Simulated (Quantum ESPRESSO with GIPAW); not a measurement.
**19F and 89Y NMR of Cs2KYF6, calculated**

Aim: the magnetic shielding of every site in Cs2KYF6.

Calculated with Quantum ESPRESSO with GIPAW 8.0dev (patched build); DFT, PBEsol, plane-wave PAW (pslibrary 1.0.0 recipes), scalar-relativistic, GIPAW; a patched development version of the program.

## Step 1: Starting point

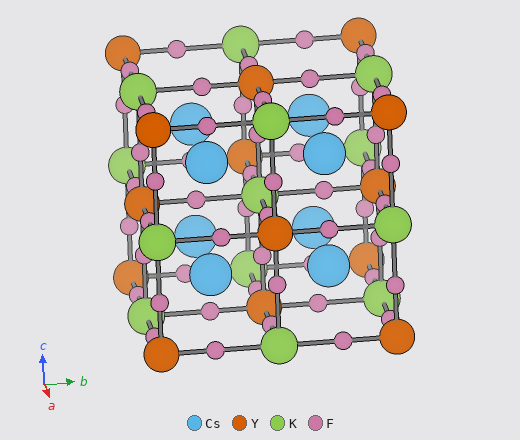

The starting structure, seen slightly off an axis (caesium blue, yttrium orange, potassium green, fluorine pink). This picture shows the conventional cell, with its axes. Some periodic images of atoms are drawn too.

The cell is an entry of the Crystallography Open Database; it need not be the form that is stable at ambient conditions.

This structure had its atoms relaxed beforehand (DFT, PBEsol, plane-wave PAW (pslibrary 1.0.0 recipes), Quantum ESPRESSO with GIPAW), starting from the database entry, since shieldings follow bond lengths closely.

## Step 2: Ground state

First the ground state. The response equations take the occupied wavefunctions as exact, so conv_thr is set much tighter than for an energy. No empty states are asked for: the response is solved without them. The mesh has a spacing of 0.39 Å⁻¹ at most. The PAW files were made with ld1.x from the pslibrary 1.0.0 recipes, with GIPAW reconstruction switched on (the recipe of F and Cs slightly mended, as the packaged one fails to give a sound file).

run_scf.py

```python
from ase import Atoms
from ase.calculators.espresso import Espresso, EspressoProfile

atoms = Atoms(
    ['Cs', 'Cs', 'Y', 'K', 'F', 'F', 'F', 'F', 'F', 'F'],
    cell=[
        [0.00000000, 4.72250000, 4.72250000],
        [4.72250000, 0.00000000, 4.72250000],
        [4.72250000, 4.72250000, 0.00000000],
    ],
    scaled_positions=[
        [0.75000000, 0.75000000, 0.75000000],
        [0.25000000, 0.25000000, 0.25000000],
        [0.00000000, 0.00000000, -0.00000000],
        [0.50000000, 0.50000000, 0.50000000],
        [0.77099290, 0.77099290, 0.22900710],
        [0.22900710, 0.22900710, 0.77099290],
        [0.77099290, 0.22900710, 0.77099290],
        [0.22900710, 0.77099290, 0.77099290],
        [0.22900710, 0.77099290, 0.22900710],
        [0.77099290, 0.22900710, 0.22900710],
    ],
    pbc=True,
)
atoms.calc = Espresso(
    profile=EspressoProfile(command='mpirun -np 4 pw.x -nk 4', pseudo_dir='./'),
    pseudopotentials={
        'Cs': 'Cs.pbesol-spnd-kjpaw_psl.1.0.0-gipaw.UPF',
        'Y': 'Y.pbesol-spn-kjpaw_psl.1.0.0-gipaw.UPF',
        'K': 'K.pbesol-spn-kjpaw_psl.1.0.0-gipaw.UPF',
        'F': 'F.pbesol-n-kjpaw_psl.1.0.0-gipaw.UPF',
    },
    input_data={
        'control': {'calculation': 'scf', 'prefix': 'x', 'outdir': './tmp/'},
        'system': {'ecutwfc': 55, 'ecutrho': 330, 'nbnd': 40},
        'electrons': {'conv_thr': 1.0e-10, 'mixing_beta': 0.7, 'electron_maxstep': 100},
    },
    kpts=(3, 3, 3),
    koffset=(0, 0, 0),
)
print('energy', atoms.get_potential_energy(), 'eV')
```

ASE writes espresso.pwi from it and starts pw.x, whose log goes to espresso.pwo.

espresso.pwi

```
&CONTROL
   calculation      = 'scf'
   outdir           = './tmp/'
   prefix           = 'x'
   pseudo_dir       = './'
/
&SYSTEM
   nbnd             = 40
   ecutwfc          = 55
   ecutrho          = 330
   ntyp             = 4
   nat              = 10
   ibrav            = 0
/
&ELECTRONS
   electron_maxstep = 100
   conv_thr         = 1e-10
   mixing_beta      = 0.7
/
&IONS
/
&CELL
/
&FCP
/
&RISM
/
ATOMIC_SPECIES
Cs 132.90545196 Cs.pbesol-spnd-kjpaw_psl.1.0.0-gipaw.UPF
Y 88.90584 Y.pbesol-spn-kjpaw_psl.1.0.0-gipaw.UPF
K 39.0983 K.pbesol-spn-kjpaw_psl.1.0.0-gipaw.UPF
F 18.998403163 F.pbesol-n-kjpaw_psl.1.0.0-gipaw.UPF

K_POINTS automatic
3 3 3  0 0 0

CELL_PARAMETERS angstrom
0.00000000000000 4.72250000000000 4.72250000000000
4.72250000000000 0.00000000000000 4.72250000000000
4.72250000000000 4.72250000000000 0.00000000000000

ATOMIC_POSITIONS angstrom
Cs 7.0837500000 7.0837500000 7.0837500000  
Cs 2.3612500000 2.3612500000 2.3612500000  
Y 0.0000000000 0.0000000000 0.0000000000  
K 4.7225000000 4.7225000000 4.7225000000  
F 4.7225000000 4.7225000000 7.2820279405  
F 4.7225000000 4.7225000000 2.1629720595  
F 4.7225000000 7.2820279405 4.7225000000  
F 7.2820279405 4.7225000000 4.7225000000  
F 4.7225000000 2.1629720595 4.7225000000  
F 2.1629720595 4.7225000000 4.7225000000
```

Started as:

```console
$ python run_scf.py
```

What it wrote:

```text
Warning: card &CELL ignored
Warning: card &FCP ignored
Warning: card &RISM ignored

     using ibrav=0 with symmetry is DISCOURAGED, use correct ibrav instead

     bravais-lattice index     =            0
     lattice parameter (alat)  =      12.6208  a.u.
     unit-cell volume          =    1421.4857 (a.u.)^3
     number of atoms/cell      =           10
     number of atomic types    =            4
     number of electrons       =        80.00
     number of Kohn-Sham states=           40
     kinetic-energy cutoff     =      55.0000  Ry
     charge density cutoff     =     330.0000  Ry
     scf convergence threshold =      1.0E-10
     mixing beta               =       0.7000
     number of iterations used =            8  plain     mixing
     Exchange-correlation= SLA-PW-PSX-PSC
                           (   1   4  10   8   0   0   0)
[...]
Cs                9.00   132.90545     Cs( 1.00)
     Y                11.00    88.90584     Y ( 1.00)
     K                 9.00    39.09830     K ( 1.00)
     F                 7.00    18.99840     F ( 1.00)

     48 Sym. Ops., with inversion, found
[...]
number of k points=     4
[...]
Dense  grid:   144071 G-vectors     FFT dimensions: (  75,  75,  75)

     Smooth grid:    78343 G-vectors     FFT dimensions: (  60,  60,  60)

     Check: negative core charge=   -0.000002

     Initial potential from superposition of free atoms

     starting charge      79.8996, renormalised to      80.0000
     Starting wfcs are   55 randomized atomic wfcs

     Self-consistent Calculation

     iteration #  1     ecut=    55.00 Ry     beta= 0.70
     Davidson diagonalization with overlap
     ethr =  1.00E-02,  avg # of iterations =  1.0

     total energy              =   -1562.28342560 Ry
     estimated scf accuracy    <       1.41152991 Ry

     iteration #  2     ecut=    55.00 Ry     beta= 0.70
     Davidson diagonalization with overlap
     ethr =  1.76E-03,  avg # of iterations =  4.0

     total energy              =   -1562.54954701 Ry
     estimated scf accuracy    <       2.21526047 Ry

     iteration #  3     ecut=    55.00 Ry     beta= 0.70
     Davidson diagonalization with overlap
     ethr =  1.76E-03,  avg # of iterations =  3.0

     total energy              =   -1562.98324267 Ry
     estimated scf accuracy    <       0.00891905 Ry

[...]
total energy              =   -1562.98923163 Ry
[...]
iteration # 11     ecut=    55.00 Ry     beta= 0.70
     Davidson diagonalization with overlap
     ethr =  1.60E-13,  avg # of iterations =  4.2

     total energy              =   -1562.98923163 Ry
     estimated scf accuracy    <          1.0E-10 Ry

     iteration # 12     ecut=    55.00 Ry     beta= 0.70
     Davidson diagonalization with overlap
     ethr =  1.30E-13,  avg # of iterations =  2.0

     End of self-consistent calculation
     [one-electron energies left out]

!    total energy              =   -1562.98923163 Ry
     total all-electron energy =    -40301.466736 Ry
     estimated scf accuracy    <          1.2E-12 Ry

     The total energy is the sum of the following terms:
     one-electron contribution =    -240.66005568 Ry
     hartree contribution      =     164.67108058 Ry
     xc contribution           =    -128.15303168 Ry
     ewald contribution        =    -330.12244793 Ry
     one-center paw contrib.   =   -1028.72477694 Ry

     convergence has been achieved in  12 iterations
[...]
JOB DONE.
```

The job ended after 37 s (4 MPI ranks of Arm Neoverse V1, shared host; peak memory 1.2 GiB; 2.4 min of CPU time).

It converged in 12 cycles to an estimated accuracy of 1e-12 Ry, on 4 irreducible k-points.

## Step 3: Magnetic response

A uniform field breaks periodicity, so gipaw.x applies it as a wave of small q and takes the limit. It solves for the first-order states, builds the induced current and gets the field at each nucleus by Biot–Savart; the PAW spheres add what the smooth waves miss near the nuclei. pawproj makes the reconstruction use the PAW data sets' own projectors.

nmr.in

```
&inputgipaw
  job = 'nmr'
  prefix = 'x'
  tmp_dir = './tmp/'
  restart_mode = 'from_scratch'
  verbosity = 'low'
  q_gipaw = 0.01
  spline_ps = .true.
  conv_threshold = 1.0d-11
  use_nmr_macroscopic_shape = .false.
  pawproj(1) = .true.
  pawproj(2) = .true.
  pawproj(3) = .true.
  pawproj(4) = .true.
/
```

Started as:

```console
$ mpirun -np 4 gipaw.x -in nmr.in > nmr.out
```

What it wrote:

```text
[banner, memory and clock lines left out]
[a note of our patched build left out]

     Parallelizing q-star over 1 images

     IMPORTANT: XC functional enforced from input :
     Exchange-correlation= PBESOL
                           (   1   4  10   8   0   0   0)
     Any further DFT definition will be discarded
     Please, verify this is what you really want

     Check: negative core charge=   -0.000002
[...]
projs nearly linearly dependent: l=0  n1,n2= 1, 2  s=  0.99599683
[...]
projs nearly linearly dependent: l=0  n1,n2= 1, 2  s=  0.99281050
[...]
projs nearly linearly dependent: l=0  n1,n2= 1, 2  s=  0.99583929
[...]
alpha_pv=     75.2238 eV

     spline_ps is .false., expect some extrapolation errors

     q-space interpolation up to    66.00 Rydberg

     GIPAW job: nmr
     NMR macroscopic correction: no
[...]
Computing the magnetic susceptibility     isolve=0    ethr=  0.1000E-10
     Starting from scratch
     k-point #    1 of     4      pool #  1    cpu time:       2.4
[...]
End of magnetic susceptibility calculation

     f-sum rule (1st term):
           -78.3120          0.0000          0.0000
             0.0000        -78.3120          0.0000
             0.0000         -0.0000        -78.3120

     f-sum rule (2nd term):
            -2.0504          0.0000          0.0000
             0.0000         -2.0504          0.0000
            -0.0000          0.0000         -2.0504

     f-sum rule (should be   -80.3432):
           -80.3624          0.0000          0.0000
             0.0000        -80.3624          0.0000
             0.0000         -0.0000        -80.3624

[... susceptibilities left out ...]
     Contributions to the NMR chemical shifts: -------------------------------

     Macroscopic shape contribution in ppm:                    0.00
             0.0000          0.0000          0.0000
             0.0000          0.0000          0.0000
             0.0000          0.0000          0.0000

     Core contribution in ppm:

     Atom  1  Cs  pos: (  1.060660  1.060660  1.060660)  core sigma:        5983.18
     Atom  2  Cs  pos: (  0.353553  0.353553  0.353553)  core sigma:        5983.18
     Atom  3  Y   pos: (  0.000000  0.000000  0.000000)  core sigma:        3553.05
     Atom  4  K   pos: (  0.707107  0.707107  0.707107)  core sigma:        1192.38
     Atom  5  F   pos: (  0.707107  0.707107  1.090349)  core sigma:         305.83
     Atom  6  F   pos: (  0.707107  0.707107  0.323865)  core sigma:         305.83
     Atom  7  F   pos: (  0.707107  1.090349  0.707107)  core sigma:         305.83
     Atom  8  F   pos: (  1.090349  0.707107  0.707107)  core sigma:         305.83
     Atom  9  F   pos: (  0.707107  0.323865  0.707107)  core sigma:         305.83
     Atom 10  F   pos: (  0.323865  0.707107  0.707107)  core sigma:         305.83

     Bare contribution in ppm:

     Atom  1  Cs  pos: (  1.060660  1.060660  1.060660)  bare sigma:          98.65
[...]
Atom  2  Cs  pos: (  0.353553  0.353553  0.353553)  bare sigma:          98.65
[...]
Atom  3  Y   pos: (  0.000000  0.000000  0.000000)  bare sigma:          67.04
[...]
Atom  4  K   pos: (  0.707107  0.707107  0.707107)  bare sigma:         117.69
[...]
Atom  5  F   pos: (  0.707107  0.707107  1.090349)  bare sigma:          67.71
[...]
Atom  6  F   pos: (  0.707107  0.707107  0.323865)  bare sigma:          67.71
[...]
Atom  7  F   pos: (  0.707107  1.090349  0.707107)  bare sigma:          67.71
[...]
Atom  8  F   pos: (  1.090349  0.707107  0.707107)  bare sigma:          67.71
[...]
Atom  9  F   pos: (  0.707107  0.323865  0.707107)  bare sigma:          67.71
[...]
Atom 10  F   pos: (  0.323865  0.707107  0.707107)  bare sigma:          67.71
[...]
Diamagnetic contribution in ppm:

     Atom  1  Cs  pos: (  1.060660  1.060660  1.060660)  dia sigma:         -22.58
[...]
Atom  2  Cs  pos: (  0.353553  0.353553  0.353553)  dia sigma:         -22.58
[...]
Atom  3  Y   pos: (  0.000000  0.000000  0.000000)  dia sigma:         -28.33
[...]
Atom  4  K   pos: (  0.707107  0.707107  0.707107)  dia sigma:          -3.51
[...]
Atom  5  F   pos: (  0.707107  0.707107  1.090349)  dia sigma:          42.99
[...]
Atom  6  F   pos: (  0.707107  0.707107  0.323865)  dia sigma:          42.99
[...]
Atom  7  F   pos: (  0.707107  1.090349  0.707107)  dia sigma:          42.99
[...]
Atom  8  F   pos: (  1.090349  0.707107  0.707107)  dia sigma:          42.99
[...]
Atom  9  F   pos: (  0.707107  0.323865  0.707107)  dia sigma:          42.99
[...]
Atom 10  F   pos: (  0.323865  0.707107  0.707107)  dia sigma:          42.99
[...]
Paramagnetic contribution in ppm:

     Atom  1  Cs  pos: (  1.060660  1.060660  1.060660)  para sigma:       -2999.29
[...]
Atom  2  Cs  pos: (  0.353553  0.353553  0.353553)  para sigma:       -2999.29
[...]
Atom  3  Y   pos: (  0.000000  0.000000  0.000000)  para sigma:       -2002.33
[...]
Atom  4  K   pos: (  0.707107  0.707107  0.707107)  para sigma:        -236.24
[...]
Atom  5  F   pos: (  0.707107  0.707107  1.090349)  para sigma:          72.16
[...]
Atom  6  F   pos: (  0.707107  0.707107  0.323865)  para sigma:          72.16
[...]
Atom  7  F   pos: (  0.707107  1.090349  0.707107)  para sigma:          72.16
[...]
Atom  8  F   pos: (  1.090349  0.707107  0.707107)  para sigma:          72.16
[...]
Atom  9  F   pos: (  0.707107  0.323865  0.707107)  para sigma:          72.16
[...]
Atom 10  F   pos: (  0.323865  0.707107  0.707107)  para sigma:          72.16
[...]
Paramagnetic US occ-occ contribution in ppm:

     Atom  1  Cs  pos: (  1.060660  1.060660  1.060660)  para_oo sigma:          -3.27
[...]
Atom  2  Cs  pos: (  0.353553  0.353553  0.353553)  para_oo sigma:          -3.27
[...]
Atom  3  Y   pos: (  0.000000  0.000000  0.000000)  para_oo sigma:         -17.00
[...]
Atom  4  K   pos: (  0.707107  0.707107  0.707107)  para_oo sigma:          -2.07
[...]
Atom  5  F   pos: (  0.707107  0.707107  1.090349)  para_oo sigma:           0.91
[...]
Atom  6  F   pos: (  0.707107  0.707107  0.323865)  para_oo sigma:           0.91
[...]
Atom  7  F   pos: (  0.707107  1.090349  0.707107)  para_oo sigma:           0.91
[...]
Atom  8  F   pos: (  1.090349  0.707107  0.707107)  para_oo sigma:           0.91
[...]
Atom  9  F   pos: (  0.707107  0.323865  0.707107)  para_oo sigma:           0.91
[...]
Atom 10  F   pos: (  0.323865  0.707107  0.707107)  para_oo sigma:           0.91
[...]
Paramagnetic US L_R Q_R contribution in ppm:

     Atom  1  Cs  pos: (  1.060660  1.060660  1.060660)  para_lq sigma:        2593.26
[...]
Atom  2  Cs  pos: (  0.353553  0.353553  0.353553)  para_lq sigma:        2593.26
[...]
Atom  3  Y   pos: (  0.000000  0.000000  0.000000)  para_lq sigma:         890.74
[...]
Atom  4  K   pos: (  0.707107  0.707107  0.707107)  para_lq sigma:          99.85
[...]
Atom  5  F   pos: (  0.707107  0.707107  1.090349)  para_lq sigma:        -312.99
[...]
Atom  6  F   pos: (  0.707107  0.707107  0.323865)  para_lq sigma:        -312.99
[...]
Atom  7  F   pos: (  0.707107  1.090349  0.707107)  para_lq sigma:        -312.99
[...]
Atom  8  F   pos: (  1.090349  0.707107  0.707107)  para_lq sigma:        -312.99
[...]
Atom  9  F   pos: (  0.707107  0.323865  0.707107)  para_lq sigma:        -312.99
[...]
Atom 10  F   pos: (  0.323865  0.707107  0.707107)  para_lq sigma:        -312.99
[...]
Total NMR chemical shifts in ppm: ---------------------------------------
     (adopting the Simpson convention for anisotropy and asymmetry)-----------

     Atom  1  Cs  pos: (  1.060660  1.060660  1.060660)  Total sigma:        5649.96
          5649.9563          0.0000          0.0000
             0.0000       5649.9563          0.0000
             0.0000          0.0000       5649.9563

     Cs      1    anisotropy:      0.00    eta:    0.0000
[...]
Atom  2  Cs  pos: (  0.353553  0.353553  0.353553)  Total sigma:        5649.96
[... its tensor is left out ...]
     Atom  3  Y   pos: (  0.000000  0.000000  0.000000)  Total sigma:        2463.18
          2463.1822         -0.0000          0.0000
            -0.0000       2463.1822         -0.0000
             0.0000         -0.0000       2463.1822

     Y       3    anisotropy:      0.00    eta:    0.0000
[...]
Atom  4  K   pos: (  0.707107  0.707107  0.707107)  Total sigma:        1168.10
          1168.0970          0.0000          0.0000
             0.0000       1168.0970          0.0000
             0.0000          0.0000       1168.0970

     K       4    anisotropy:      0.00    eta:    0.0000
[...]
Atom  5  F   pos: (  0.707107  0.707107  1.090349)  Total sigma:         176.61
           104.5779         -0.0000          0.0000
            -0.0000        104.5779          0.0000
             0.0000          0.0000        320.6709

     F       5    anisotropy:    216.09    eta:    0.0000
[...]
Atom  6  F   pos: (  0.707107  0.707107  0.323865)  Total sigma:         176.61
[... its tensor is left out ...]
     Atom  7  F   pos: (  0.707107  1.090349  0.707107)  Total sigma:         176.61
[... its tensor is left out ...]
     Atom  8  F   pos: (  1.090349  0.707107  0.707107)  Total sigma:         176.61
[... its tensor is left out ...]
     Atom  9  F   pos: (  0.707107  0.323865  0.707107)  Total sigma:         176.61
[... its tensor is left out ...]
     Atom 10  F   pos: (  0.323865  0.707107  0.707107)  Total sigma:         176.61
[... its tensor is left out ...]
```

Run time: 3.9 min. Hardware: 4 MPI ranks; peak memory 0.67 GiB.

The f-sum rule is met to 0.019 of 80.3 (0.02 %). Converged shieldings require that this miss be small, but a small miss does not prove them.

From the symmetric part of each tensor, with principal values σ11 ≤ σ22 ≤ σ33: σ_iso is their mean, the span is σ33 − σ11 and the skew 3(σ_iso − σ22)/span. (gipaw.x prints an anisotropy in another convention.)

| site | atom no. | atoms in cell | σ_iso (ppm) | span (ppm) | skew |
| --- | --- | --- | --- | --- | --- |
| Cs | 1 | 2 | 5650 | 0 | - |
| Y | 3 | 1 | 2463.2 | 0.0 | - |
| K | 4 | 1 | 1168.1 | 0.0 | - |
| F | 5 | 6 | 176.6 | 216.1 | 1.00 |

The macroscopic shape term is switched off. For a spherical sample the valence susceptibility of this run would add about 8 ppm to every site, a rough estimate, since the susceptibility converges slowly and lacks part of the PAW terms. Differences within the crystal don't depend on it, but shieldings of different compounds can't be compared to better than a few ppm without it.

Cs, Y and K sit on cubic site symmetry, where the tensor must be isotropic. An axis of order three or more runs through F, so two principal values coincide and the skew is ±1. In this run the largest span is that of F (site symmetry 4mm), with principal values 104.6, 104.6 and 320.7 ppm.

How the isotropic values are made up (ppm). The core part is that of the free atom's core; bare is the current of the smooth valence states; the last two are what the PAW spheres add to the diamagnetic and the paramagnetic current:

| site | core | bare | reconstruction, dia | reconstruction, para |
| --- | --- | --- | --- | --- |
| Cs | 5983.2 | 98.7 | -22.6 | -409.3 |
| Y | 3553.1 | 67.0 | -28.3 | -1128.6 |
| K | 1192.4 | 117.7 | -3.5 | -138.5 |
| F | 305.8 | 67.7 | 43.0 | -239.9 |

[end of part 1 of 2]

[Banner, clock, file and message-heading lines were taken out of the pw.x and gipaw.x logs.]

[Logs are printed without paths, hosts, clocks, repeated set-up lines and the standing remarks that a program may print on its own settings, such as how far it seeks lower states.]

[Hosts, paths, dates, database ids (printed as entryN), source tags and the programs' standing remarks are cut or masked in the printed files.]

[Where no reference line passes its bar on scatter, no shift is given, so a measured shift of this compound may stand uncompared.]
